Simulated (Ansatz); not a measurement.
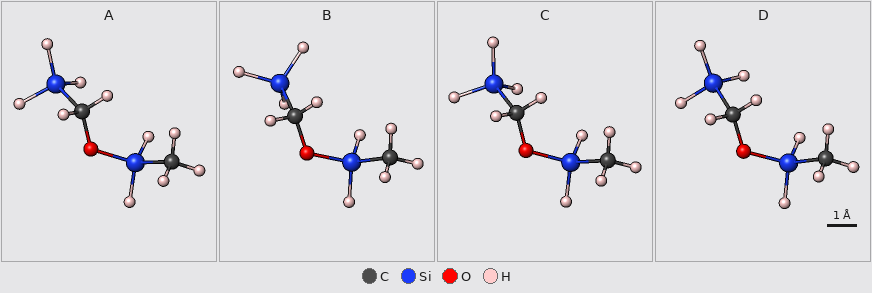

4 geometries from a converged minimum-energy path of C$_{2}$H$_{10}$OSi$_{2}$, shuffled. A ball-and-stick model, seen from a free direction.

Theory: RKS PBE0-D4/6-31G (Ansatz 0.2.0). Settings: 7 movable images; climbing image; force threshold 0.05 eV/Å; iteration limit 22; starting path by image-dependent pair potential.

Which frame is the transition state?

B. In order along the path, whose images run from 0 to 8: A (image 0, 0.000 eV), C (image 1, +0.008 eV), B (image 4, +0.060 eV), D (image 7, 0.001 eV). The motion is a rotation about the C–Si bond by about 120°. No bond forms or breaks between the ends. Among the angles between lasting bonds that change up to the highest image: O–C–Si 108.8° → 112.5°.

Limits of the set-up: the basis has no polarisation functions, which atoms past neon need.

Cost: 15 min on 1 thread of Intel(R) Xeon(R) Processor @ 2.50GHz (Skylake/Cascade Lake), on a shared host, peak memory 0.19 GiB.
